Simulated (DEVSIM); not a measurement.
Structure: Ni/La2O3/n-In0.53Ga0.47As capacitor, at 300 K.

```
layer (left to right)        material  thickness (nm)  Nd (cm⁻³)
---------------------  --------------  --------------  ---------
1                               La2O3            16.0          -
2                      In0.53Ga0.47As            8800     4.1e15
```

Metal gate on the left, work function 5.1 eV. Fixed charge at the semiconductor interface 1.7e10 cm⁻² (in units of +e); no interface traps.

This is a model device: material constants are rounded textbook-type values typed into the input, and sizes, dopings and lifetimes were drawn at random. Values at 300 K.

```tsv
parameter	La2O3	In0.53Ga0.47As
gap (eV)	5.8	0.74
affinity (eV)	1.8	4.51
permittivity	27	13.9
Nc (cm⁻³)	-	2.1e17
Nv (cm⁻³)	-	7.7e18
```

Simulated with DEVSIM: 1D Poisson equation in equilibrium, Boltzmann statistics, complete ionisation; no quantum confinement or tunnelling. Metal contacts follow the ideal Schottky-Mott rule: no Fermi-level pinning, no interface dipoles.

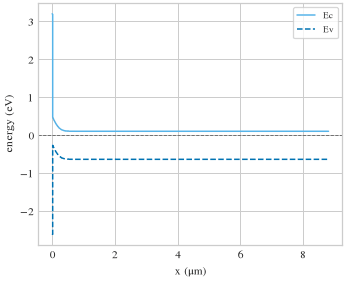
Band edges at 0.1 V on the gate

Energies count from the Fermi level of the right contact; mesh points crowd at the junctions.

| x (μm) | Ec (eV) | Ev (eV) | n (cm⁻³) | p (cm⁻³) | field (V/cm) |
|---|---|---|---|---|---|
| 0.000 | 3.200 | -2.600 | < 1e2 | < 1e2 | -11000 |
| 0.001612 | 3.198 | -2.602 | < 1e2 | < 1e2 | -11000 |
| 0.005130 | 3.194 | -2.606 | < 1e2 | < 1e2 | -11000 |
| 0.01111 | 3.188 | -2.612 | < 1e2 | < 1e2 | -11000 |
| 0.01516 | 3.183 | -2.617 | < 1e2 | < 1e2 | -11000 |
| 0.01647 | 0.471 | -0.269 | 2.5e9 | 2.4e14 | -19000 |
| 0.01891 | 0.467 | -0.273 | 3.0e9 | 2.0e14 | -19000 |
| 0.02862 | 0.449 | -0.291 | 6.1e9 | 9.8e13 | -19000 |
| 0.04924 | 0.411 | -0.329 | 2.6e10 | 2.3e13 | -17000 |
| 0.1007 | 0.329 | -0.411 | 6.3e11 | 9.6e11 | -15000 |
| 0.2293 | 0.184 | -0.556 | 1.7e14 | 3.6e9 | -7900 |
| 0.7664 | 0.102 | -0.638 | 4.1e15 | 1.5e8 | ≈ 0 |
| 1.891 | 0.102 | -0.638 | 4.1e15 | 1.5e8 | ≈ 0 |
| 4.563 | 0.102 | -0.638 | 4.1e15 | 1.5e8 | ≈ 0 |
| 7.561 | 0.102 | -0.638 | 4.1e15 | 1.5e8 | ≈ 0 |
| 8.314 | 0.102 | -0.638 | 4.1e15 | 1.5e8 | ≈ 0 |
| 8.616 | 0.102 | -0.638 | 4.1e15 | 1.5e8 | ≈ 0 |
| 8.736 | 0.102 | -0.638 | 4.1e15 | 1.5e8 | ≈ 0 |
| 8.793 | 0.102 | -0.638 | 4.1e15 | 1.5e8 | ≈ 0 |
| 8.808 | 0.102 | -0.638 | 4.1e15 | 1.5e8 | ≈ 0 |
| 8.813 | 0.102 | -0.638 | 4.1e15 | 1.5e8 | ≈ 0 |
| 8.816 | 0.102 | -0.638 | 4.1e15 | 1.5e8 | ≈ 0 |
